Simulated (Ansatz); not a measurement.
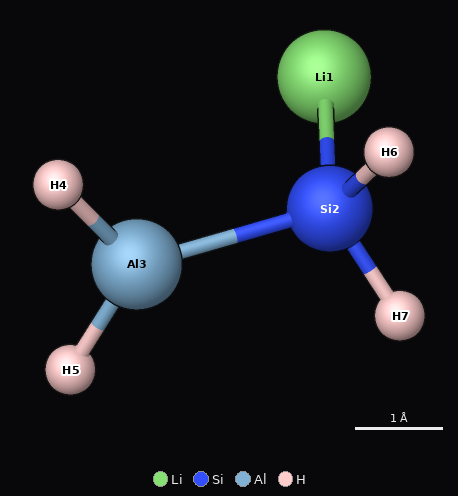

*The input geometry (ball-and-stick view, seen at a tilt; atoms are numbered from 1 in the order of the input). Sticks mark near contacts.*

# Run report: AlLiSiH$_{4}$, single-point calculation

AlLiSiH$_{4}$, computed with RKS wB97M-V/def2-TZVPP (Ansatz 0.2.0).

The geometry comes from this level: PBE0-D4/def2-TZVP.

The input:
```yaml
crystal:
  periodic: [false, false, false]
  atoms:
    - {symbol: Li, position_ang: [-2.421711, 0.179900, 1.483989]}
    - {symbol: Si, position_ang: [-0.009947, 0.089260, 0.983423]}
    - {symbol: Al, position_ang: [0.344916, -0.131124, -1.377078]}
    - {symbol: H, position_ang: [0.307439, -1.555578, -2.106108]}
    - {symbol: H, position_ang: [0.357635, 1.139728, -2.350079]}
    - {symbol: H, position_ang: [0.646585, -1.060190, 1.693034]}
    - {symbol: H, position_ang: [0.690989, 1.321977, 1.478311]}
basis:
  gaussian: {orbitals: def2-TZVPP}
hamiltonian: {xc: {name: wB97M-V}}
```

Run on 2 threads of Arm Neoverse V1, 23 GiB of memory available, shared host.

Launched with:
```bash
ansatz run in.yaml --threads 2 --pin off --events-out ev --progress --plain --max-ram 4352MiB
```

Log:
```
Functional definition: wB97M-V
  name "wB97M-V"
  cite "Mardirossian & Head-Gordon, J. Chem. Phys. 144, 214110 (2016) doi:10.1063/1.4952647"
  cite "Becke, J. Chem. Phys. 107, 8554 (1997) doi:10.1063/1.475007"
  cite "Vydrov & Van Voorhis, J. Chem. Phys. 133, 244103 (2010) doi:10.1063/1.3521275"
  # Of w^i u^j: cxij and so on, Table III.
  parameter omega = 0.3/bohr
  parameter cx = 0.15
  parameter cx01 = 1.007
  parameter cx10 = 0.259
  parameter css00 = 0.443
  parameter css04 = -1.437
  parameter css10 = -4.535
  parameter css20 = -3.390
  parameter css43 = 4.278
  parameter cos00 = 1.000
  parameter cos10 = 1.358
  parameter cos20 = 2.924
  parameter cos21 = -8.812
  parameter cos60 = -1.390
  parameter cos61 = 9.142
  parameter b = 6.0
  parameter c = 0.01
  gx(w, u) = 1 - cx + cx01*u + cx10*w
  gss(w, u) = css00 + css04*u^4 + css10*w + css20*w^2 + css43*w^4*u^3
  gos(w, u) = cos00 + cos10*w + (cos20 + cos21*u)*w^2 + (cos60 + cos61*u)*w^6
  exchange = spin_sum(e_x_unif_sr(omega)*gx(b97_w, b97_u_x)) + cx*exact_x_sr(omega) + exact_x_lr(omega)
  correlation = spin_sum(e_c_pw_mod_same_spin*gss(b97_w, b97_u_same))
      + integral(e_c_pw_mod_opposite_spin*gos(b97_w_opposite, b97_u_opposite)) + vv10(b, c)
944 factors; their error is unknown
262 factors; integrals over basis functions are off by at most 4.2e-5 eV
mean field evaluation 1: about -14741.4392 eV, gradient 1.3e1 eV
mean field evaluation 2: about -14742.0807 eV, gradient 6.1e0 eV
mean field evaluation 4: about -14742.1845 eV, gradient 3.1e-1 eV
mean field evaluation 8: about -14742.1954 eV, gradient 3.1e-2 eV
mean field evaluation 16: about -14742.1954 eV, gradient 1.2e-5 eV
mean field -14742.19537125 eV, -541.7656872747 hartree, gradient 1.2e-5 eV, S^2 0.000000; 0 other end points of the search recorded, 0 dependent functions left out
reference -14742.19544796 eV, -541.7656900935 hartree; 17, 17 occupied and 142, 142 virtual orbitals, 944 factors
Total energy: -14742.19544796 eV, -541.7656900935 hartree
```

Summary:

- outcome: converged
- total energy: −14742.1954 eV
- SCF solution under orbital rotations: stable
- wall time: 9 s (CPU time 17 s)
- peak memory: 0.4 GiB
